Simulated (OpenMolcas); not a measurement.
# W⁴⁺ among point charges: CASSCF and CASPT2 levels and susceptibility

How does a field of 6 point charges split the states of W⁴⁺, and what χT follows?

Method: state-averaged CASSCF and CASPT2, spin-orbit coupling by RASSI with atomic mean-field integrals. Code: OpenMolcas 26.06.

**1. The system**

| Quantity | Value |
| --- | --- |
| Species | W⁴⁺ (tungsten, Z = 74, 70 electrons) |
| Basis | ANO-RCC-VTZP [8s7p5d3f2g1h], 104 functions |
| Scalar Hamiltonian | DKH2, point nucleus |
| Inactive shells | 1s 2s 2p 3s 3p 3d 4s 4p 4d 4f 5s 5p |
| Active space | 2 electrons in 5 orbitals (5d) |
| Some configurations of this space | 5d2 |
| Orbitals | optimised for each spin and parity, averaged over all roots |

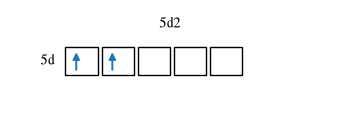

The shells outside the core, filled by Hund's rule for the drawing.

The ion sits among 6 point charges of -1.7 e arranged as an octahedron (Oh), 2.04 Å from the ion.

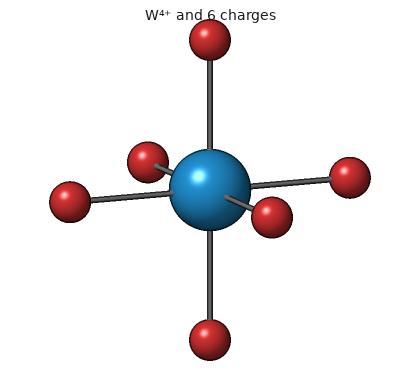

The ion and the point charges (red).

The work runs as a chain of OpenMolcas steps in one folder; each step below is one input file. Labels, J, g values, rates, χT and fits are worked out afterwards by a script from the matrices that RASSI stores. The input lists half of the charges; inversion (Group=XYZ) makes the rest.

**2. One- and two-electron integrals**

Contents of a.inp:

```
&GATEWAY
Coord
1

W 0.0 0.0 0.0
Basis=ANO-RCC-VTZP
Group=XYZ
NoMove
AngMom=0.0 0.0 0.0
AMFI
XField
3 Angstrom 0
2.040000 0.000000 0.000000 -1.700000
0.000000 2.040000 0.000000 -1.700000
0.000000 0.000000 2.040000 -1.700000
&SEWARD
```

**3. CASSCF: triplets of even parity, 10 roots**

Contents of a.inp:

```
&RASSCF
FileOrb=start.orb
Symmetry=1
Spin=3
nActEl=2 0 0
Inactive=15 19
Ras2=5 0
CIRoot=10 10 1
SDav=10
CIMx=300
Iter=120 100
PrWF=0.3
OrbListing=Nothing
MaxOrb=0
>>> COPY $Project.JobIph JOB001
```

start.orb holds the contracted functions of the basis, ordered by shell, or the orbitals of the step before.

**4. Reference wave functions, singlets of even parity, 15 roots**

Contents of a.inp:

```
&RASSCF
FileOrb=start.orb
Symmetry=1
Spin=1
nActEl=2 0 0
Inactive=15 19
Ras2=5 0
CIRoot=15 15 1
SDav=15
CIMx=300
Iter=120 100
PrWF=0.3
OrbListing=Nothing
MaxOrb=0
>>> COPY $Project.JobIph JOB002
```

**5. RASSI: spin-orbit coupling between the states**

Contents of a.inp:

```
&RASSI
NrOfJobIphs=2 10 15
1 2 3 4 5 6 7 8 9 10
1 2 3 4 5 6 7 8 9 10 11 12 13 14 15
IphNames
JOB001
JOB002
EJob
SpinOrbit
DIPRint=1.0
SOCoupling=1000.0
Subsets=2
Property=9
'ANGMOM' 1 'ANGMOM' 2 'ANGMOM' 3 'MLTPL  1' 1 'MLTPL  1' 2 'MLTPL  1' 3
'AMFI' 1 'AMFI' 2 'AMFI' 3
SOProperty=3
'ANGMOM' 1 'ANGMOM' 2 'ANGMOM' 3
```

**6. CASPT2: IPEA 0.25, imaginary shift 0.1 (closed shells correlated: 4f 5s 5p)**

Contents of a.inp:

```
>>> COPY JOB001 $Project.JobIph
&CASPT2
Multistate=10 1 2 3 4 5 6 7 8 9 10
NoMult
Frozen=14 9
IPEA=0.25
Imaginary=0.1
MaxIter=60
WThr=0.0 0.3 0.05
PrWF=0.5
NoMix
>>> COPY JOB002 $Project.JobIph
&CASPT2
Multistate=15 1 2 3 4 5 6 7 8 9 10 11 12 13 14 15
NoMult
Frozen=14 9
IPEA=0.25
Imaginary=0.1
MaxIter=60
WThr=0.0 0.3 0.05
PrWF=0.5
NoMix
```

(Steps that only read results are left out.)

Q: Predict the outcome of this session. Wanted: spin-free ground state; first state of the same spin within the active space; lowest level; next level.

The runs gave:

| quantity | value |
| --- | --- |
| method | SS-CASPT2, IPEA 0.25, imaginary shift 0.1 (closed shells correlated: 4f 5s 5p) |
| spin-free ground state | 3T1, 3-fold in its orbital part |
| first state of the same spin within the active space | 3T2 at 10200 cm⁻¹ |
| lowest level | 2-fold E, g = 0.00, 0.00, 0.00 |
| next level | 819.5 cm⁻¹ |
| χT at 300 K | 0.06 cm³ K/mol |
| effective moment at 300 K | 0.68 μB |

Cost by method:

```
                                                 method  time of its own steps  time with the reference
                                              A. CASSCF                  8.1 s                    8.1 s
B. SS-CASPT2, IPEA 0.25, imaginary shift 0.1, +4f 5s 5p                   13 s                     21 s
```

Times are of one thread on a shared host.

**Reading.** The spin-free ground state (3T1) comes to 95 % from free-ion F terms and keeps the highest spin of the shell. χT at 300 K is 0.06, against 1.00 cm³ K/mol for the spin alone, so spin-orbit coupling lowers it. A ligand-field fit to the states below 45000 cm-1 gives 10Dq = 11915 cm-1, B = 684 cm-1 and C = 2636 cm-1 (C/B = 3.85), with a deviation of 252 cm-1. CASPT2 does not keep the components of a term degenerate, and the means are used. The field of point charges can differ much from that of real complexes. Point charges carry no covalency, so the field is a model and not that of real ligands.
